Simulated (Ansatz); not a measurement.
# BSiH3ClO (SMILES [SiH3]O[B]Cl) at UBLYP/cc-pVDZ

Aim: the vertical ionisation energy of BSiH3ClO at UBLYP/cc-pVDZ, from 2 runs. 

The results are computed with Ansatz 0.2.0.

128 further runs of the same task are left out: 128 set aside as unsound or not needed.

### 1 Starting point

The species is BSiH3ClO (7 atoms), meant as a doublet with charge 0. As SMILES, `[SiH3]O[B]Cl`. The shape is that of a PBE0-D4/def2-TZVP optimisation. This is one conformer, not always the lowest.

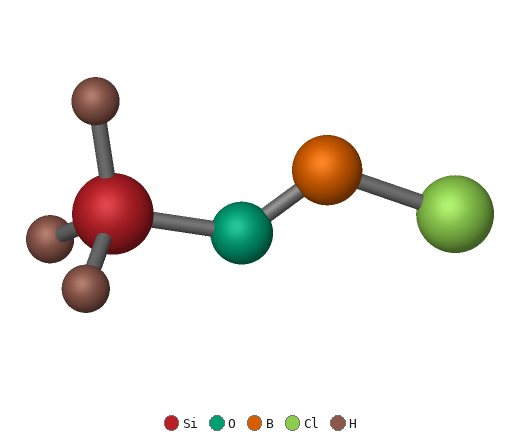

The structure, seen from a chosen angle (silicon red, oxygen teal, boron orange, chlorine green, hydrogen brown).

### 2 The energy at UBLYP/cc-pVDZ

Input file input.yaml:

```yaml
crystal:
  periodic: [false, false, false]
  atoms:
    - {symbol: Si, position_ang: [-0.573000, 0.775400, 0.374800]}
    - {symbol: O, position_ang: [0.044900, -0.648400, -0.233600]}
    - {symbol: B, position_ang: [1.256200, -1.042100, -0.596600]}
    - {symbol: Cl, position_ang: [1.605000, -2.636800, -1.219100]}
    - {symbol: H, position_ang: [-1.201300, 0.456800, 1.676100]}
    - {symbol: H, position_ang: [0.515600, 1.766600, 0.541200]}
    - {symbol: H, position_ang: [-1.586300, 1.260400, -0.588400]}
basis:
  gaussian: {orbitals: cc-pVDZ}
total_charge: 0
magnetization: {spin_polarized: true, initial_magnetization: 1}
hamiltonian: {xc: {name: BLYP}}
accuracy: high
output: {orbitals: {seedname: orbitals}}
```

Started as:

```
$ ansatz run input.yaml --threads 1 --pin off --max-ram 3480MiB --events-out events.jsonl --progress --plain --runs-dir runs
```

Output:

```text
Warning: RAYON_NUM_THREADS=1 ignored (pool sized by the plan → 1); use --threads N
Functional definition: BLYP
  name "BLYP"
  parameter beta = 0.0042
  parameter a = 0.04918
  parameter b = 0.132
  parameter c = 0.2533
  parameter d = 0.349
  exchange = b88_x(beta = beta)
  correlation = lyp_c(a = a, b = b, c = c, d = d)
1786 factors; integrals over basis functions are off by at most 6.3e-9 eV
mean field evaluation 1: about -23167.2791 eV, gradient 3.8e1 eV
mean field evaluation 2: about -23134.2249 eV, gradient 9.6e1 eV
mean field evaluation 4: about -23172.4286 eV, gradient 4.5e0 eV
mean field evaluation 8: about -23172.5341 eV, gradient 4.6e-1 eV
mean field evaluation 16: about -23172.5354 eV, gradient 5.8e-5 eV
mean field -23172.53535546 eV, -851.5749674046 hartree, gradient 5.2e-8 eV, S^2 0.751901; 0 other end points of the search recorded, 0 dependent functions left out
reference -23172.53541077 eV, -851.5749694373 hartree; 24, 23 occupied and 55, 56 virtual orbitals, 1786 factors
Total energy: -23172.53541077 eV, -851.5749694373 hartree
```

It took 8.1 s on 1 thread of Arm Neoverse V2, shared host; peak memory 0.26 GiB.

### 3 The singlet cation at the same level

Edit input.yaml of step 2 so:

```diff
@@ -11,7 +11,9 @@
 basis:
-  gaussian: {orbitals: cc-pVDZ}
-total_charge: 0
-magnetization: {spin_polarized: true, initial_magnetization: 1}
-hamiltonian: {xc: {name: BLYP}}
+  gaussian:
+    orbitals: cc-pVDZ
 accuracy: high
-output: {orbitals: {seedname: orbitals}}
+total_charge: 1
+hamiltonian:
+  xc: {name: BLYP}
+output:
+  orbitals: {seedname: orbitals}
```

Started as:

```
$ ansatz run input.yaml --threads 1 --pin off --max-ram 3480MiB --events-out events.jsonl --progress --plain --runs-dir runs
```

Output, cut to the lines that bear on the results:

```text
Warning: RAYON_NUM_THREADS=1 ignored (pool sized by the plan → 1); use --threads N
[... 9 set-up lines as earlier in the session ...]
1786 factors; integrals over basis functions are off by at most 6.3e-9 eV
mean field evaluation 1: about -23151.8415 eV, gradient 8.2e1 eV
mean field evaluation 2: about -23035.2162 eV, gradient 2.0e2 eV
mean field evaluation 4: about -23164.3423 eV, gradient 1.2e1 eV
mean field evaluation 8: about -23164.6966 eV, gradient 2.4e-1 eV
mean field evaluation 16: about -23164.6913 eV, gradient 3.6e-5 eV
mean field -23164.69125104 eV, -851.2867018842 hartree, gradient 1.5e-8 eV, S^2 0.000000; 0 other end points of the search recorded, 0 dependent functions left out
reference -23164.69130722 eV, -851.2867039486 hartree; 23, 23 occupied and 56, 56 virtual orbitals, 1786 factors
Total energy: -23164.69130722 eV, -851.2867039486 hartree
```

Wall time 5.1 s (1 thread of Arm Neoverse V2, shared host); peak memory 0.2 GiB.

### 4 Results

Level: UBLYP/cc-pVDZ.

| quantity | value |
| --- | --- |
| doublet BSiH3ClO: total energy | -851.57497 Eh |
| doublet BSiH3ClO: HOMO energy (highest over α and β) | -4.27 eV |
| doublet BSiH3ClO: LUMO energy (lowest over α and β) | -2.40 eV |
| doublet BSiH3ClO: ⟨S²⟩ | 0.752 |
| singlet cation: total energy | -851.28670 Eh |
| singlet cation: HOMO energy | -12.97 eV |
| singlet cation: LUMO energy | -11.20 eV |
| singlet cation: HOMO–LUMO gap | 1.78 eV |
| vertical ionisation energy (to the singlet cation) | 7.844 eV |

**Reading.** The vertical ionisation energy comes to 7.84 eV (181 kcal/mol). Only the singlet of the ionised species was computed; a triplet could lie lower.
